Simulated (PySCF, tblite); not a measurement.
# C6H7FSi: geometry, infrared bands and NMR shifts

What infrared bands and NMR shifts should C6H7FSi (`FC=C1C=C[SiH2]C=C1`) show?

Programs: tblite 0.8.0 and PySCF 2.14.0, with density-fitted response routines of our own. Each step states its level of theory. These are calculated values for one molecule in the gas phase, unless marked as measured. Atoms are numbered from 0 throughout.

### 1 The molecule as given

15 atoms, charge 0, multiplicity 1; geometry from: force field or distance geometry start.

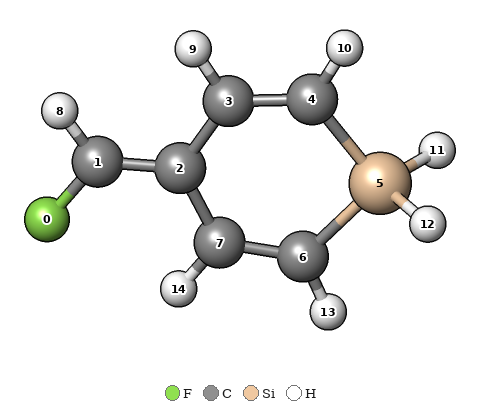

As it starts; fluorine green, carbon grey, silicon light orange, hydrogen white, atoms numbered; sticks join atoms by distance.

### 2 Relaxing the molecule with GFN2-xTB

The job: settings as JSON, then the geometry in Å.

```
{"job": {"kind": "relax", "xc": "GFN2-xTB", "basis": "xTB"}, "charge": 0, "multiplicity": 1}
F      3.261000     0.825600     0.243900
C      2.389000    -0.189600     0.419400
C      1.086000    -0.095300     0.196800
C      0.240100    -1.271700     0.423800
C     -1.090700    -1.321400     0.246300
Si    -2.066600     0.133200    -0.365100
C     -0.752400     1.425000    -0.563200
C      0.550300     1.197200    -0.283100
H      2.927500    -1.071200     0.783200
H      0.735200    -2.180200     0.793100
H     -1.664800    -2.220600     0.427600
H     -2.713700    -0.170900    -1.659500
H     -3.072200     0.549100     0.655300
H     -1.088000     2.387000    -0.914200
H      1.254700     2.011700    -0.426300
```

Run with:

```sh
$ OMP_NUM_THREADS=1 python probes_run.py task.json out
```

This one command runs all jobs of the session in turn.

The program printed:

```text
step      E/eV     max force
  0    -620.23759    1.545
  1    -620.26779    1.238
  2    -620.29176    0.380
  3    -620.30791    0.374
  4    -620.32848    0.467
  5    -620.33974    0.377
  6    -620.34501    0.161
  7    -620.34719    0.138
  8    -620.34874    0.113
  9    -620.34975    0.092
 10    -620.35035    0.076
 11    -620.35070    0.057
 12    -620.35093    0.057
 13    -620.35114    0.049
 14    -620.35134    0.030
 15    -620.35144    0.024
 16    -620.35149    0.021
 17    -620.35154    0.021
 18    -620.35160    0.025
 19    -620.35168    0.029
 20    -620.35174    0.023
 21    -620.35178    0.012
 22    -620.35179    0.008
```

Wall time 0.25 s (1 thread of Arm Neoverse N1, shared host).

Along the way:

| step | energy from step 0 (eV) | largest force (eV/Å) |
| --- | --- | --- |
| 0 | 0.0000 | 1.5455 |
| 1 | -0.0302 | 1.2381 |
| 2 | -0.0542 | 0.3803 |
| 3 | -0.0703 | 0.3735 |
| 4 | -0.0909 | 0.4669 |
| 5 | -0.1022 | 0.3772 |
| 6 | -0.1074 | 0.1615 |
| 7 | -0.1096 | 0.1382 |
| 8 | -0.1112 | 0.1128 |
| 9 | -0.1122 | 0.0923 |
| 10 | -0.1128 | 0.0763 |
| 11 | -0.1131 | 0.0568 |
| 12 | -0.1133 | 0.0574 |
| 13 | -0.1136 | 0.0491 |
| 14 | -0.1138 | 0.0295 |
| 15 | -0.1139 | 0.0244 |
| 16 | -0.1139 | 0.0208 |
| 17 | -0.1140 | 0.0206 |
| 18 | -0.1140 | 0.0251 |
| 19 | -0.1141 | 0.0292 |
| 20 | -0.1141 | 0.0234 |
| 21 | -0.1142 | 0.0117 |
| 22 | -0.1142 | 0.0081 |

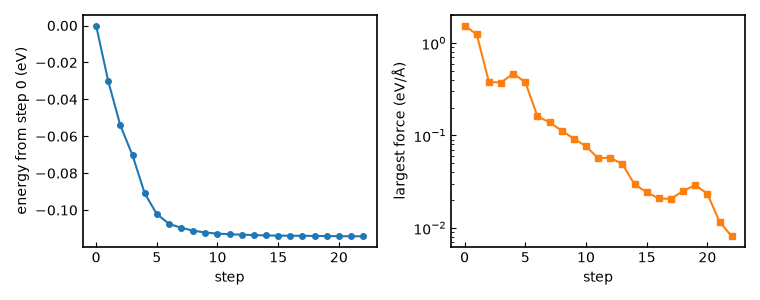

Energy and largest force along the relaxation.

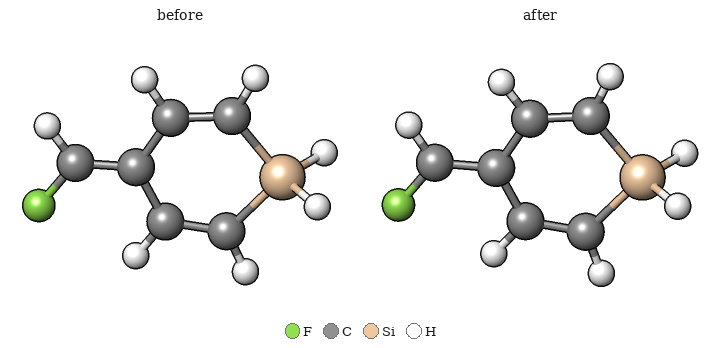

The geometry before (left) and after (right).

Distances of close pairs at the start and the end, largest changes first:

| bond | before (Å) | after (Å) | change (Å) |
| --- | --- | --- | --- |
| C2–C7 | 1.479 | 1.455 | -0.024 |
| Si5–H12 | 1.492 | 1.470 | -0.022 |
| C1–C2 | 1.325 | 1.345 | +0.019 |
| Si5–C6 | 1.853 | 1.872 | +0.018 |
| C4–Si5 | 1.855 | 1.873 | +0.018 |
| C6–C7 | 1.352 | 1.335 | -0.017 |
| C1–H8 | 1.095 | 1.081 | -0.015 |
| C3–H9 | 1.099 | 1.086 | -0.013 |

The end geometry stands in the next job.

### 3 Harmonic vibrations with GFN2-xTB

The job: settings as JSON, then the geometry in Å.

```
{"job": {"kind": "ir", "xc": "GFN2-xTB", "basis": "xTB"}, "charge": 0, "multiplicity": 1}
F      3.245981     0.810400     0.246410
C      2.378053    -0.198126     0.426468
C      1.060146    -0.079006     0.187305
C      0.234376    -1.253463     0.423969
C     -1.085903    -1.323637     0.242030
Si    -2.090837     0.135857    -0.365772
C     -0.757853     1.434503    -0.563877
C      0.524899     1.187779    -0.288398
H      2.872418    -1.091954     0.778834
H      0.786266    -2.118616     0.778343
H     -1.577815    -2.262616     0.457529
H     -2.748834    -0.164243    -1.645221
H     -3.097431     0.541622     0.625527
H     -1.019368     2.424967    -0.911575
H      1.271487     1.964522    -0.413483
```

The program printed:

```text
mode    cm-1     km/mol
  1      55.4      0.06
  2     191.8      2.09
  3     199.4      3.64
  4     261.4      1.90
  5     305.1      8.52
  6     344.6      3.84
  7     435.1      8.72
  8     480.7      3.76
  9     505.7      6.77
 10     537.5      0.94
 11     563.6    136.37
 12     643.8     97.87
 13     696.7     34.69
 14     723.8      1.64
 15     735.0     11.91
 16     783.5     29.77
 17     789.2    317.43
 18     805.3     22.23
 19     813.5    150.68
 20     862.9     10.54
 21     946.8      0.09
 22     947.9      0.96
 23    1100.7    207.29
 24    1148.5     30.24
 25    1201.9      2.54
 26    1231.9      0.70
 27    1327.2      0.00
 28    1365.3      6.51
 29    1371.6     16.54
 30    1617.7     83.14
 31    1622.5     29.88
 32    1648.3     40.68
 33    2192.4    449.65
 34    2209.6    254.59
 35    3006.7     48.58
 36    3029.1     19.36
 37    3051.9     35.55
 38    3052.7     74.04
 39    3076.2     23.76
```

It took 0.85 s on 1 thread of Arm Neoverse N1, shared host.

The strongest bands and the atoms that carry them (share of the mass-weighted mode):

| cm⁻¹ | km/mol | atoms |
| --- | --- | --- |
| 564 | 136.4 | C2 22 %, H11 12 %, H12 12 %, C6 12 % |
| 644 | 97.9 | H12 40 %, H11 40 % |
| 789 | 317.4 | H12 45 %, H11 45 % |
| 814 | 150.7 | Si5 37 %, C4 23 %, C6 15 % |
| 1101 | 207.3 | C1 42 %, F0 32 %, C2 13 % |
| 1618 | 83.1 | C2 36 %, C1 34 %, C6 11 % |
| 2192 | 449.6 | H12 52 %, H11 43 % |
| 2210 | 254.6 | H11 53 %, H12 44 % |

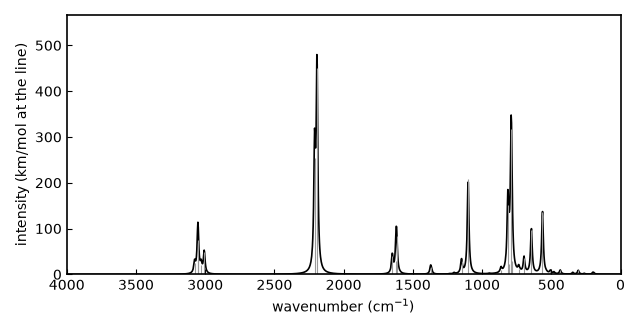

The infrared spectrum from these modes, unscaled. Lines are broadened to a width of 14 cm⁻¹ (Lorentzian).

### 4 NMR shieldings: PBE0/pcSseg-1

The job, as its differences from that of step 3:

```diff
@@ -1,2 +1,2 @@
-{"job": {"kind": "ir", "xc": "GFN2-xTB", "basis": "xTB"}, "charge": 0, "multiplicity": 1}
+{"job": {"kind": "nmr", "xc": "PBE0", "basis": "pcSseg-1"}, "charge": 0, "multiplicity": 1}
 F      3.245981     0.810400     0.246410
```

Method: GIAO PBE0/pcSseg-1 NMR shielding, non-relativistic, gas phase.

The program printed:

```text
coarse grid: 13568 points
cycle   1  E = -621.4591755545  dE =  1.171e+00  |g| = 5.765e-01  |ddm| = 3.786e+00
cycle   2  E = -621.3258598162  dE =  1.333e-01  |g| = 9.274e-01  |ddm| = 1.284e+00
cycle   3  E = -621.5297673314  dE = -2.039e-01  |g| = 1.511e-01  |ddm| = 9.258e-01
cycle   4  E = -621.5355221600  dE = -5.755e-03  |g| = 6.039e-02  |ddm| = 2.336e-01
cycle   5  E = -621.5363666142  dE = -8.445e-04  |g| = 1.785e-02  |ddm| = 7.008e-02
cycle   6  E = -621.5364319702  dE = -6.536e-05  |g| = 4.447e-03  |ddm| = 1.464e-02
cycle   7  E = -621.5364361974  dE = -4.227e-06  |g| = 1.735e-03  |ddm| = 4.497e-03
final grid: 128384 points
cycle   8  E = -621.5904460923  dE = -3.395e-05  |g| = 6.035e-03  |ddm| = 4.317e-02
cycle   9  E = -621.5904450296  dE =  1.063e-06  |g| = 6.461e-03  |ddm| = 1.141e-02
cycle  10  E = -621.5904555845  dE = -1.055e-05  |g| = 7.858e-04  |ddm| = 5.870e-03
cycle  11  E = -621.5904556835  dE = -9.900e-08  |g| = 2.605e-04  |ddm| = 8.080e-04
cycle  12  E = -621.5904556972  dE = -1.362e-08  |g| = 6.910e-05  |ddm| = 3.120e-04
cycle  13  E = -621.5904556981  dE = -9.454e-10  |g| = 3.237e-05  |ddm| = 9.385e-05
cycle  14  E = -621.5904556983  dE = -2.194e-10  |g| = 6.865e-06  |ddm| = 4.051e-05
converged SCF energy = -621.5904556983

GIAO shielding tensors (ppm)
atom      isotropic    diamagn.    paramagn.     s11        s22        s33       span
  0 F      286.690     472.384    -185.694    193.985    241.979    424.105    230.121
  1 C       18.869     247.618    -228.749    -56.906     44.390     69.122    126.028
  2 C       60.155     261.094    -200.939    -35.197     50.645    165.017    200.214
  3 C       39.679     251.052    -211.373    -80.719     43.609    156.148    236.868
  4 C       59.040     259.836    -200.796    -51.264     43.775    184.610    235.874
  5 Si     423.391     881.063    -457.672    392.895    427.067    450.211     57.316
  6 C       57.853     260.159    -202.307    -51.142     39.620    185.080    236.223
  7 C       42.955     249.975    -207.019    -82.238     39.948    171.156    253.395
  8 H       24.697      30.199      -5.502     21.961     23.958     28.171      6.210
  9 H       24.695      31.844      -7.149     22.592     23.244     28.249      5.657
 10 H       25.430      29.674      -4.244     24.194     24.564     27.533      3.339
 11 H       26.863      28.359      -1.496     24.035     24.605     31.951      7.916
 12 H       26.861      28.358      -1.497     24.033     24.602     31.948      7.915
 13 H       25.269      29.656      -4.387     23.861     24.369     27.577      3.715
 14 H       23.827      31.180      -7.352     20.568     21.875     29.040      8.472
```

Wall time 56 s (1 thread of Arm Neoverse N1, shared host); peak memory 0.81 GiB.

The references, computed at this level on geometries of the same kind, shield at (ppm): 1H TMS 31.72, 13C TMS 186.9, 29Si TMS 349.2, 19F CFCl3 170.9. Their shielding less the atom's gives the shift. The references are single molecules in the gas phase, so shifts against H2O, NH3, PH3, H3PO4 or CFCl3 are not on the usual liquid scales and can be off by tens of ppm. Atoms listed in one row are averaged.

| atoms | environment | σ (ppm) | δ (ppm) | δ scaled to CDCl3 |
| --- | --- | --- | --- | --- |
| C1 | alkene CH | 18.9 | 168.1 | 162.1 |
| C3 | alkene CH | 39.7 | 147.2 | 141.8 |
| C7 | alkene CH | 43.0 | 144.0 | 138.6 |
| C6 | alkene CH | 57.9 | 129.1 | 124.1 |
| C4 | alkene CH | 59.0 | 127.9 | 122.9 |
| C2 | fully substituted alkene carbon | 60.2 | 126.8 | 121.8 |
| H14 | hydrogen on an alkene CH | 23.83 | 7.89 | 7.54 |
| H9 | hydrogen on an alkene CH | 24.69 | 7.02 | 6.73 |
| H8 | hydrogen on an alkene CH | 24.70 | 7.02 | 6.72 |
| H13 | hydrogen on an alkene CH | 25.27 | 6.45 | 6.18 |
| H10 | hydrogen on an alkene CH | 25.43 | 6.29 | 6.03 |
| H11, H12 | hydrogen on a silicon bonded to 2 C, in a 6-membered ring | 26.86 | 4.85 | – |
| F0 | vinylic fluorine | 286.7 | -115.7 | – |
| Si5 | silicon bonded to 2 C, 2 H, in a 6-membered ring | 423.4 | -74.2 | – |

The scaled column applies a straight-line fit of computed shieldings to shifts measured in CDCl3, and one for carbons that bear F (root-mean-square error 0.16 ppm for H, 1.9 ppm for C).

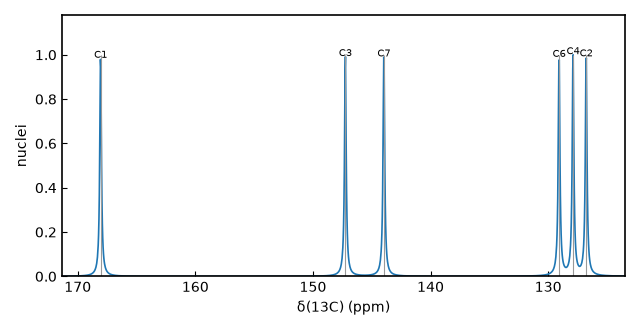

13C lines at the computed shifts, without couplings. Lines are broadened to a width of 0.17 ppm (Lorentzian).

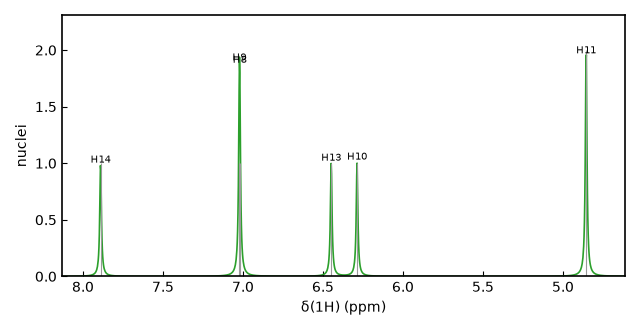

1H lines at the computed shifts, without couplings. Lines are broadened to a width of 0.01 ppm (Lorentzian).

Charges from the same density, by scheme (e):

| atoms | Mulliken | IAO | Hirshfeld | ESP fit |
| --- | --- | --- | --- | --- |
| F0 | -0.27 | -0.26 | -0.07 | -0.13 |
| C1 | 0.36 | 0.15 | 0.06 | -0.06 |
| C2 | -0.40 | -0.06 | -0.03 | 0.14 |
| C3 | -0.03 | -0.12 | -0.04 | -0.26 |
| C4 | -0.38 | -0.44 | -0.15 | -0.31 |
| Si5 | 0.76 | 0.76 | 0.33 | 0.54 |
| C6 | -0.37 | -0.43 | -0.14 | -0.35 |
| C7 | -0.01 | -0.12 | -0.04 | -0.11 |

ESP fit charges:

F0 -0.13; C1 -0.06; C2 0.14; C3 -0.26; C4 -0.31; Si5 0.54; C6 -0.35; C7 -0.11; H8 0.17; H9 0.16; H10 0.16; H11 -0.12; H12 -0.12; H13 0.16; H14 0.14

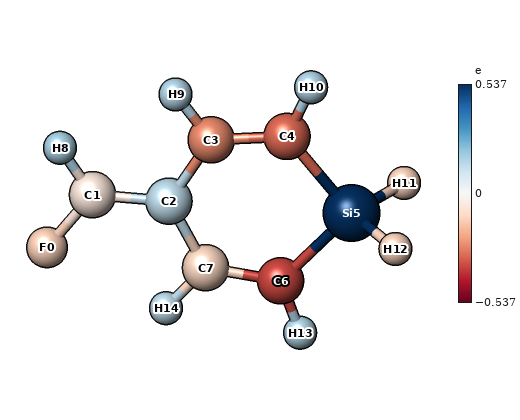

ESP fit charges, as colours on the atoms.

Mayer bond orders: F0–C1 0.95, C1–C2 1.70, C2–C3 1.08, C3–C4 1.87, C4–Si5 0.90, Si5–C6 0.90, C6–C7 1.87, C7–C2 1.10.

Ring of atoms C2, C3, C4, Si5, C6, C7: NICS(0) 1.6, NICS(1) -1.3, NICS(1)zz 2.3 ppm (means of both faces).

Orbitals, density, ELF and potential are computed afterwards from the orbital file.

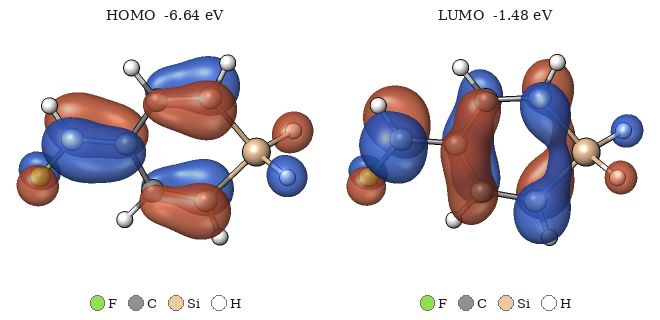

Frontier orbitals at PBE0/pcSseg-1; each surface holds 70 % of the orbital's density, blue and red mark the sign.

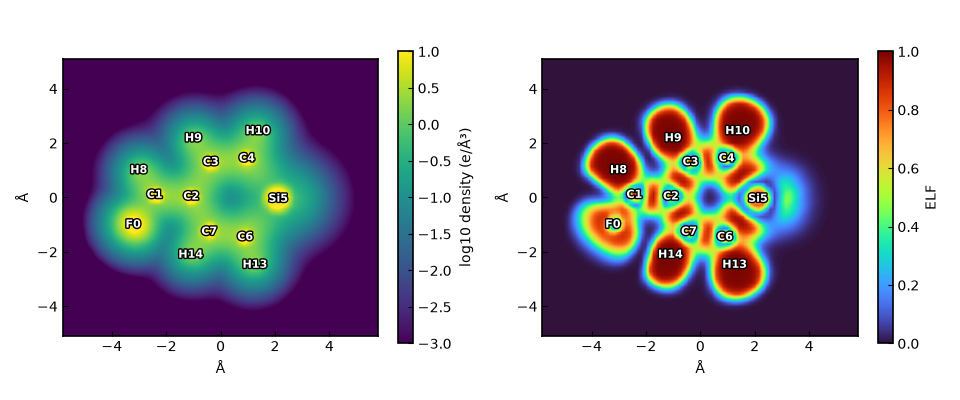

Density (left) and ELF (right) in a plane through or near 13 of the atoms.

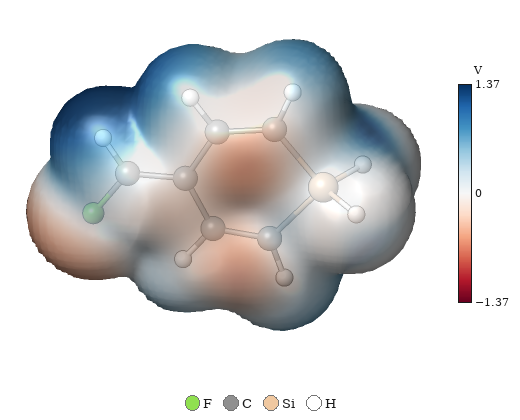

Electrostatic potential on the surface of density 0.002 e/bohr³; red is low, blue high. It runs from -0.57 V near C6 to 1.37 V near H8.

### 5 What came out

| quantity | value |
| --- | --- |
| strongest single infrared mode (GFN2-xTB) | 2192 cm⁻¹, 450 km/mol |
| zero-point energy (GFN2-xTB) | 65.6 kcal/mol |
| 13C shifts against TMS (PBE0/pcSseg-1) | 168.1, 147.2, 144.0, 129.1, 127.9, 126.8 ppm |
| 1H shifts against TMS (PBE0/pcSseg-1, means over atoms taken as alike) | 7.89, 7.02, 7.02, 6.45, 6.29, 4.85 ppm |
| 19F shifts against CFCl3 (PBE0/pcSseg-1) | -115.7 ppm |
| 29Si shifts against TMS (PBE0/pcSseg-1) | -74.2 ppm |
| surface potential, least and greatest | -0.57 V and 1.37 V |

**Reading.** Relaxing lowered the energy by 0.114 eV in 22 steps; the close pair that moved most is C2–C7, from 1.479 to 1.455 Å. All 39 modes are real, so the xTB geometry is a minimum. The strongest single mode, at 2192 cm⁻¹, moves mainly H12 and H11. Unscaled tight-binding wavenumbers are off by several per cent, some by more. Its intensities can rank the bands wrongly. At PBE0/pcSseg-1: The largest span, 253 ppm, is at C7, where the paramagnetic term is -207 ppm. By nearest atom (PBE0/pcSseg-1), the HOMO sits on C1 23 %; C2, C4, C6 about 14 % each and the LUMO on C1 27 %; C2, C6 about 11 % each.
